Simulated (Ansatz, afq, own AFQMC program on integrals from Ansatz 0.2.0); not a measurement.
# N₂H₃ (doublet): quantum Monte Carlo beside coupled cluster at distance N1–N2 = 1.504 Å, cc-pVDZ

How near does AFQMC come to the top of the ladder for N₂H₃ (doublet)?

Method: cc-pVDZ, frozen cores; program: Ansatz 0.2.0, Gaussian basis, and an in-house AFQMC program (afq) on its integrals; all values are calculated.

To be run: PBE (unrestricted); r2SCAN (unrestricted); PBE0 (unrestricted); B3LYP (unrestricted); wB97M-V (unrestricted); B2PLYP (unrestricted); CCSD(T) on UHF; Phaseless AFQMC, single-determinant trial on UHF; Free-projection AFQMC, CISD trial on UHF.

3 further runs of the same task are left out: 3 that didn't finish.

### 1 What is computed

The geometry derives from a PBE0/def2-TZVP stationary point (not a proven minimum). One bond is set to the value named and the two fragments are kept rigid.

5 atoms, charge 0, spin multiplicity 2.

Atoms are counted from 1 here; the program's logs count them from 0.

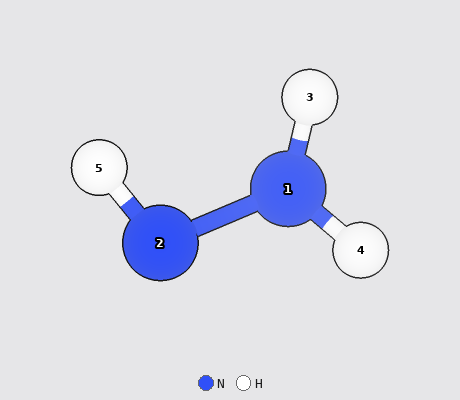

The structure; nitrogen blue, hydrogen white; atoms are numbered from 1 in the order of the file.

### 2 PBE (unrestricted)

Input file in.yaml:

```yaml
crystal:
  periodic: [false, false, false]
  atoms:
    - {symbol: N, position_ang: [-0.065945, -0.063649, 0.701461]}
    - {symbol: N, position_ang: [0.040165, 0.134138, -0.785696]}
    - {symbol: H, position_ang: [0.207660, -0.938277, 1.129887]}
    - {symbol: H, position_ang: [0.160886, 0.756921, 1.240113]}
    - {symbol: H, position_ang: [-0.010298, -0.798175, -1.199442]}
basis:
  gaussian: {orbitals: cc-pVDZ}
magnetization: {spin_polarized: true, initial_magnetization: 1}
hamiltonian: {xc: {name: PBE}}
output: {orbitals: {seedname: orbitals}}
```

The run is started by

```sh
$ ansatz run in.yaml --threads 1 --pin off --events-out ev --progress --plain --max-ram 1382MiB
```

What it wrote:

```text
Functional definition: PBE
  name "PBE"
  cite "Perdew, Burke & Ernzerhof, Phys. Rev. Lett. 77, 3865 (1996) doi:10.1103/PhysRevLett.77.3865"
  parent pbe
  parameter kappa = 0.804
  parameter beta = 0.06672455060314922
  exchange = pbe_x(kappa = kappa, mu = beta*pi^2/3)
  correlation = pbe_c(beta = beta)
570 factors; their error is unknown
mean field evaluation 1: about -3019.0147 eV, gradient 3.0e1 eV
mean field evaluation 2: about -3015.6967 eV, gradient 4.0e1 eV
mean field evaluation 4: about -3022.7704 eV, gradient 4.2e0 eV
mean field evaluation 8: about -3022.8238 eV, gradient 2.1e-2 eV
mean field -3022.82381543 eV, -111.0867262734 hartree, gradient 1.8e-5 eV, S^2 0.751963; 0 other end points of the search recorded, 0 dependent functions left out
reference -3022.82383798 eV, -111.0867271022 hartree; 9, 8 occupied and 34, 35 virtual orbitals, 570 factors
Total energy: -3022.82383798 eV, -111.0867271022 hartree
```

It took 1.5 s on 1 thread of Intel Xeon Platinum 8259CL at 2.50GHz (Skylake/Cascade Lake), shared host.

From the report: ⟨S²⟩ of the determinant 0.752 (pure doublet: 0.75).

### 3 r2SCAN (unrestricted)

in.yaml, as its differences from that of step 2:

```diff
@@ -11,3 +11,2 @@
 magnetization: {spin_polarized: true, initial_magnetization: 1}
-hamiltonian: {xc: {name: PBE}}
-output: {orbitals: {seedname: orbitals}}
+hamiltonian: {xc: {name: r2SCAN}}
```

Launched as before.

What it wrote:

```text
Functional definition: r2SCAN
  name "r2SCAN"
  cite "Furness, Kaplan, Ning, Perdew & Sun, J. Phys. Chem. Lett. 11, 8208 (2020) doi:10.1021/acs.jpclett.0c02405"
  cite "Furness, Kaplan, Ning, Perdew & Sun, J. Phys. Chem. Lett. 11, 9248 (2020) doi:10.1021/acs.jpclett.0c03077"
  parent r2scan
  parameter k0 = 0.174
  parameter k1 = 0.065
  parameter a1 = 4.9479
  exchange = r2scan_x(k0 = k0, k1 = k1, a1 = a1)
  correlation = r2scan_c
570 factors; their error is unknown
mean field evaluation 1: about -3021.6978 eV, gradient 2.7e1 eV
mean field evaluation 2: about -3020.6238 eV, gradient 3.1e1 eV
mean field evaluation 4: about -3024.7418 eV, gradient 2.6e0 eV
mean field evaluation 8: about -3024.7741 eV, gradient 2.7e-2 eV
mean field evaluation 16: about -3024.7488 eV, gradient 1.0e-4 eV
mean field -3024.74883513 eV, -111.1574694425 hartree, gradient 2.6e-5 eV, S^2 0.754243; 0 other end points of the search recorded, 0 dependent functions left out
reference -3024.74884174 eV, -111.1574696857 hartree; 9, 8 occupied and 34, 35 virtual orbitals, 570 factors
Total energy: -3024.74884174 eV, -111.1574696857 hartree
```

Wall time 2.9 s (1 thread of Intel Xeon Platinum 8259CL at 2.50GHz (Skylake/Cascade Lake), shared host).

From the report: ⟨S²⟩ of the determinant 0.754 (pure doublet: 0.75).

### 4 PBE0 (unrestricted)

in.yaml, as its differences from that of step 3:

```diff
@@ -11,2 +11,3 @@
 magnetization: {spin_polarized: true, initial_magnetization: 1}
-hamiltonian: {xc: {name: r2SCAN}}
+hamiltonian: {xc: {name: PBE0}}
+output: {orbitals: {seedname: orbitals}}
```

Same command.

What it wrote:

```text
Functional definition: PBE0
  name "PBE0"
  cite "Adamo & Barone, J. Chem. Phys. 110, 6158 (1999) doi:10.1063/1.478522"
  cite "Perdew, Burke & Ernzerhof, Phys. Rev. Lett. 77, 3865 (1996) doi:10.1103/PhysRevLett.77.3865"
  parent pbe
  parameter a = 0.25
  parameter kappa = 0.804
  parameter beta = 0.06672455060314922
  exchange = (1 - a)*pbe_x(kappa = kappa, mu = beta*pi^2/3) + a*exact_x
  correlation = pbe_c(beta = beta)
406 factors; integrals over basis functions are off by at most 1.1e-3 eV
mean field evaluation 1: about -3020.4661 eV, gradient 2.3e1 eV
mean field evaluation 2: about -3020.5845 eV, gradient 2.3e1 eV
mean field evaluation 4: about -3022.7637 eV, gradient 8.1e-1 eV
mean field evaluation 8: about -3022.9037 eV, gradient 4.8e-2 eV
mean field evaluation 16: about -3022.9038 eV, gradient 6.1e-5 eV
mean field -3022.90377192 eV, -111.0896646205 hartree, gradient 6.2e-5 eV, S^2 0.753696; 0 other end points of the search recorded, 0 dependent functions left out
reference -3022.90378783 eV, -111.0896652050 hartree; 9, 8 occupied and 34, 35 virtual orbitals, 406 factors
Total energy: -3022.90378783 eV, -111.0896652050 hartree
```

Run time: 2.1 s. Hardware: 1 thread of Intel Xeon Platinum 8259CL at 2.50GHz (Skylake/Cascade Lake), shared host.

From the report: ⟨S²⟩ of the determinant 0.754 (pure doublet: 0.75).

### 5 B3LYP (unrestricted)

in.yaml, as its differences from that of step 4:

```diff
@@ -11,3 +11,2 @@
 magnetization: {spin_polarized: true, initial_magnetization: 1}
-hamiltonian: {xc: {name: PBE0}}
-output: {orbitals: {seedname: orbitals}}
+hamiltonian: {xc: {name: B3LYP}}
```

Same command.

What it wrote, cut to the lines that bear on the results:

```text
Functional definition: B3LYP
  name "B3LYP"
  cite "Stephens, Devlin, Chabalowski & Frisch, J. Phys. Chem. 98, 11623 (1994) doi:10.1021/j100096a001"
  cite "Becke, Phys. Rev. A 38, 3098 (1988) doi:10.1103/PhysRevA.38.3098"
  cite "Lee, Yang & Parr, Phys. Rev. B 37, 785 (1988) doi:10.1103/PhysRevB.37.785"
  cite "Vosko, Wilk & Nusair, Can. J. Phys. 58, 1200 (1980) doi:10.1139/p80-159"
[...]
406 factors; integrals over basis functions are off by at most 1.1e-3 eV
[...]
mean field -3026.40840152 eV, -111.2184573827 hartree, gradient 4.6e-5 eV, S^2 0.753320; 0 other end points of the search recorded, 0 dependent functions left out
reference -3026.40856429 eV, -111.2184633641 hartree; 9, 8 occupied and 34, 35 virtual orbitals, 406 factors
Total energy: -3026.40856429 eV, -111.2184633641 hartree
```

Wall time 1.7 s (1 thread of Intel Xeon Platinum 8259CL at 2.50GHz (Skylake/Cascade Lake), shared host).

From the report: ⟨S²⟩ of the determinant 0.753 (pure doublet: 0.75).

### 6 wB97M-V (unrestricted)

in.yaml, as its differences from that of step 5:

```diff
@@ -11,2 +11,3 @@
 magnetization: {spin_polarized: true, initial_magnetization: 1}
-hamiltonian: {xc: {name: B3LYP}}
+hamiltonian: {xc: {name: wB97M-V}}
+output: {orbitals: {seedname: orbitals}}
```

The command is unchanged.

What it wrote, cut to the lines that bear on the results:

```text
Functional definition: wB97M-V
  name "wB97M-V"
  cite "Mardirossian & Head-Gordon, J. Chem. Phys. 144, 214110 (2016) doi:10.1063/1.4952647"
  cite "Becke, J. Chem. Phys. 107, 8554 (1997) doi:10.1063/1.475007"
  cite "Vydrov & Van Voorhis, J. Chem. Phys. 133, 244103 (2010) doi:10.1063/1.3521275"
  # Of w^i u^j: cxij and so on, Table III.
[...]
  gx(w, u) = 1 - cx + cx01*u + cx10*w
  gss(w, u) = css00 + css04*u^4 + css10*w + css20*w^2 + css43*w^4*u^3
  gos(w, u) = cos00 + cos10*w + (cos20 + cos21*u)*w^2 + (cos60 + cos61*u)*w^6
[...]
      + integral(e_c_pw_mod_opposite_spin*gos(b97_w_opposite, b97_u_opposite)) + vv10(b, c)
406 factors; integrals over basis functions are off by at most 1.1e-3 eV
120 factors; integrals over basis functions are off by at most 5.7e-6 eV
[...]
mean field -3024.97797212 eV, -111.1658900715 hartree, gradient 3.1e-5 eV, S^2 0.753066; 0 other end points of the search recorded, 0 dependent functions left out
reference -3024.97799696 eV, -111.1658909844 hartree; 9, 8 occupied and 34, 35 virtual orbitals, 406 factors
Total energy: -3024.97799696 eV, -111.1658909844 hartree
```

Run time: 7.5 s. Hardware: 1 thread of Intel Xeon Platinum 8259CL at 2.50GHz (Skylake/Cascade Lake), shared host.

From the report: ⟨S²⟩ of the determinant 0.753 (pure doublet: 0.75).

### 7 B2PLYP (unrestricted)

in.yaml, as its differences from that of step 6:

```diff
@@ -11,3 +11,3 @@
 magnetization: {spin_polarized: true, initial_magnetization: 1}
-hamiltonian: {xc: {name: wB97M-V}}
-output: {orbitals: {seedname: orbitals}}
+hamiltonian: {xc: {name: B2PLYP}}
+correlation: {electrons: outside_noble_gas}
```

Same command.

What it wrote, cut to the lines that bear on the results:

```text
Functional definition: B2PLYP
  name "B2PLYP"
  cite "Grimme, J. Chem. Phys. 124, 034108 (2006) doi:10.1063/1.2148954"
  cite "Becke, Phys. Rev. A 38, 3098 (1988) doi:10.1103/PhysRevA.38.3098"
  cite "Lee, Yang & Parr, Phys. Rev. B 37, 785 (1988) doi:10.1103/PhysRevB.37.785"
[...]
406 factors; integrals over basis functions are off by at most 1.1e-3 eV
[...]
mean field -3020.35479138 eV, -110.9959913133 hartree, gradient 8.1e-6 eV, S^2 0.756330; 0 other end points of the search recorded, 0 dependent functions left out
2 core orbitals not correlated: weight in the atoms' cores, before any rotation towards them, 1.000 or more for the frozen orbitals, at most 0.000 for the correlated occupied ones
reference -3020.35489146 eV, -110.9959949911 hartree; 7, 6 occupied and 34, 35 virtual orbitals, 406 factors
second order -10.81775142 eV of doubles, -0.00000000 eV of singles
Total energy: -3023.27568434 eV, -111.1033321498 hartree
```

Wall time 2.6 s (1 thread of Intel Xeon Platinum 8259CL at 2.50GHz (Skylake/Cascade Lake), shared host).

From the report: ⟨S²⟩ of the determinant 0.756 (pure doublet: 0.75).

### 8 CCSD(T) on UHF

in.yaml, as its differences from that of step 7:

```diff
@@ -11,3 +11,2 @@
 magnetization: {spin_polarized: true, initial_magnetization: 1}
-hamiltonian: {xc: {name: B2PLYP}}
-correlation: {electrons: outside_noble_gas}
+correlation: {method: ccsd_t, electrons: outside_noble_gas, hamiltonian_folder: ham}
```

Same command.

What it wrote, cut to the lines that bear on the results:

```text
Functional definition: HF
  name "HF"
  cite "Fock, Z. Phys. 61, 126 (1930) doi:10.1007/BF01340294"
  parent pbe
[...]
406 factors; integrals over basis functions are off by at most 1.1e-3 eV
[...]
mean field -3008.70257923 eV, -110.5677804147 hartree, gradient 3.1e-6 eV, S^2 0.761953; 1 other end points of the search recorded, 0 dependent functions left out
determinant -3008.70257923 eV, -110.5677804147 hartree, with singles and doubles -3018.13355672 eV, -110.9143624449 hartree
determinant -3005.30649023 eV, -110.4429764461 hartree, with singles and doubles -3014.48562315 eV, -110.7803033590 hartree
2 core orbitals not correlated: weight in the atoms' cores, before any rotation towards them, 1.000 or more for the frozen orbitals, at most 0.000 for the correlated occupied ones
reference -3008.70257923 eV, -110.5677804147 hartree; 7, 6 occupied and 34, 35 virtual orbitals, 406 factors
second order -8.64517854 eV of doubles, -0.00000000 eV of singles
cycle   1  -9.43038597 eV  change    5.9e-4 eV  update   1.4e-3
[...]
cycle   8  -9.43102416 eV  change    5.8e-6 eV  update   1.3e-5
perturbative correction -0.25930044 eV, -0.0095291154 hartree
Total energy: -3018.39290383 eV, -110.9238932756 hartree
```

Wall time 3.1 s (1 thread of Intel Xeon Platinum 8259CL at 2.50GHz (Skylake/Cascade Lake), shared host).

From the report: ⟨S²⟩ of the determinant 0.762 (pure doublet: 0.75); correlation -9.6903 eV; T1 0.028; largest double amplitude 0.05.

This run also writes the integrals to the folder ham.

### 9 Phaseless AFQMC, single-determinant trial on UHF

It reads the integrals that the CCSD(T) run on this determinant wrote.

The run is started by

```sh
$ afq ham --method phaseless --trial hf --walkers 120 --populations 1 --least-time 40 --time-step 0.005 --steps-per-block 20 --equilibration-blocks 112 --max-blocks 600 --target-error 0.00129 --factor-cut 1e-05 --start spin_pure --seed 853 --taylor-order 6
```

What it wrote:

```text
orbitals 41  electrons 7 6  factors 324 of 406
reference energy -110.56778041 Eh
CCSD correlation -0.34658347 Eh in 14 cycles, weight of the determinant in the CISD state 0.8728
energy of the start -110.568124 Eh
 block  time / (1/Eh)  mean weight  energy / Eh
     1     0.100  1.0027  -110.668123
     2     0.200  1.0038  -110.726117
     3     0.300  1.0045  -110.785132
     4     0.400  1.0012  -110.817607
     5     0.500  1.0025  -110.824136
     6     0.600  1.0016  -110.854115
     7     0.700  1.0010  -110.882682
     8     0.800  1.0019  -110.892955
     9     0.900  1.0003  -110.921469
    10     1.000  1.0026  -110.926386
    18     1.800  1.0027  -110.931996
    35     3.500  1.0007  -111.077523
    52     5.200  0.9996  -110.918597
    69     6.900  1.0002  -110.915210
    86     8.600  0.9983  -110.935498
   103    10.300  0.9992  -110.929697
   120    12.000  0.9985  -110.910242
   137    13.700  1.0015  -110.930313
   154    15.400  0.9979  -110.886841
   171    17.100  1.0010  -110.905673
   188    18.800  1.0013  -110.922645
   205    20.500  0.9981  -110.910687
   222    22.200  1.0005  -110.902398
   239    23.900  0.9980  -110.898921
   256    25.600  1.0004  -110.970022
   273    27.300  1.0023  -110.926895
   290    29.000  1.0002  -110.930387
   307    30.700  1.0006  -110.955423
   324    32.400  1.0000  -110.913991
   341    34.100  1.0009  -110.944767
   358    35.800  0.9995  -110.963057
   375    37.500  1.0010  -110.939388
   392    39.200  0.9988  -110.901124
   409    40.900  1.0000  -110.948367
   426    42.600  0.9998  -110.923495
   443    44.300  1.0026  -110.930319
   460    46.000  0.9997  -110.946709
   477    47.700  1.0004  -110.948473
   494    49.400  1.0030  -110.978384
   511    51.100  1.0002  -110.933484
   528    52.800  0.9995  -110.946162
   545    54.500  0.9999  -110.901087
   562    56.200  1.0000  -110.922170
   579    57.900  1.0012  -110.925786
   596    59.600  1.0017  -110.890938
   613    61.300  0.9991  -110.930403
   630    63.000  1.0014  -110.958271
   647    64.700  1.0013  -110.946852
   664    66.400  1.0023  -110.911642
   681    68.100  0.9998  -110.925294
   698    69.800  1.0020  -110.968950
blocks merged  error / Eh  count
     1  0.001262  600
     2  0.001663  300
     4  0.002201  150
     8  0.002681  75
    16  0.003265  37
    32  0.003582  18
    64  0.004197  9
energy -110.931118 +/- 0.003582 Eh
```

Run time: 11 min. Hardware: 1 thread of Intel Xeon Platinum 8259CL at 2.50GHz (Skylake/Cascade Lake), shared host.

Energy -3018.5895 ± 0.0975 eV. Caveats: constraint bias not in the error; error above the target.

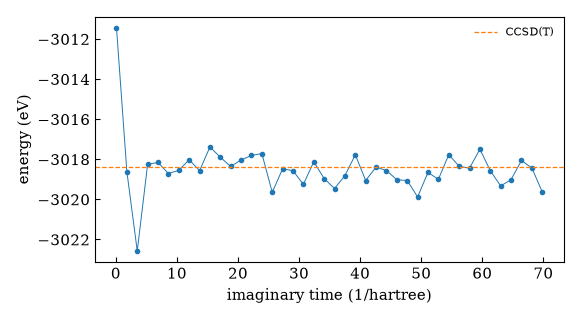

Block energies along the walk.

### 10 Free-projection AFQMC, CISD trial on UHF

It reads the integrals that the CCSD(T) run on this determinant wrote.

The run is started by

```sh
$ afq ham --method free --trial cisd --walkers 60 --time-step 0.03 --max-blocks 80 --target-error 0.00043 --factor-cut 1e-05 --seed 7042 --times 0,0.21,0.42,0.81,1.2,1.8,2.4,3 --taylor-order 8
```

What it wrote:

```text
orbitals 41  electrons 7 6  factors 324 of 406
reference energy -110.56778041 Eh
CCSD correlation -0.34658347 Eh in 14 cycles, weight of the determinant in the CISD state 0.8728
repeat  energy at the last time / Eh  error
    10  -110.924230  0.001994
    20  -110.925870  0.002028
    30  -110.926084  0.001586
    40  -110.927147  0.001473
    50  -110.926112  0.001422
    60  -110.925426  0.001248
    70  -110.926286  0.001208
    80  -110.926200  0.001114
time / (1/Eh)  energy / Eh  error  mean overlap
  0.00  -110.914479  0.000272  1.1460
  0.21  -110.920827  0.000356  1.1460
  0.42  -110.923752  0.000400  1.1309
  0.81  -110.924595  0.000424  1.1436
  1.20  -110.925897  0.000481  1.1282
  1.80  -110.925286  0.000680  1.1194
  2.40  -110.925520  0.000910  1.1360
  3.00  -110.926200  0.001114  1.1299
energy -110.926200 +/- 0.001114 Eh
```

Wall time 11 min (1 thread of Intel Xeon Platinum 8259CL at 2.50GHz (Skylake/Cascade Lake), shared host).

Energy -3018.4557 ± 0.0303 eV. Caveats: remainder of the start not in the error; error above the target.

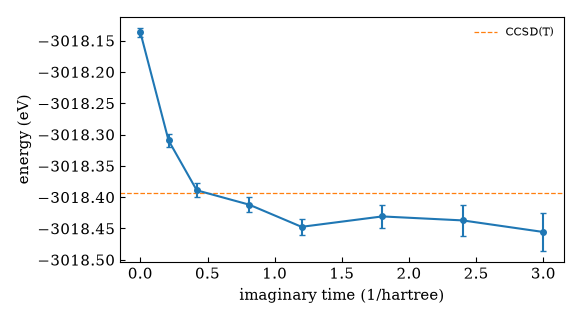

Energy against projection time, with error bars.

### 11 All levels side by side

On the UHF determinant, counted from CCSD(T) (a yardstick, not exact):

```csv
level,energy (eV),from CCSD(T) (meV),statistical error (meV),time
HF,-3008.7026,+9690.3,,
MP2,-3017.3478,+1045.1,,
CCSD,-3018.1336,+259.3,,
CCSD(T),-3018.3929,0.0,,
"Phaseless AFQMC, single-determinant trial, step 0.005, 120 walkers",-3018.5895,-196.6,97.5,11 min
"Free-projection AFQMC, CISD trial, step 0.03, 60 walkers",-3018.4557,-62.8,30.3,11 min
```

The functionals' totals stand on their own zeros and serve differences with other points: PBE -3022.824 eV; r2SCAN -3024.749 eV; PBE0 -3022.904 eV; B3LYP -3026.409 eV; wB97M-V -3024.978 eV; B2PLYP -3023.276 eV.

### 12 Results

```
                                                     quantity              value
Phaseless AFQMC, single-determinant trial on UHF from CCSD(T)  -196.6 ± 97.5 meV
        Free-projection AFQMC, CISD trial on UHF from CCSD(T)   -62.8 ± 30.3 meV
```

What this shows: Free projection has no constraint; at the last time it gives -62.8 ± 30.3 meV, and from a start that isn't spin pure other spins can mix in. Error bars are statistical and leave out the constraint, the time step and what remains of the start.
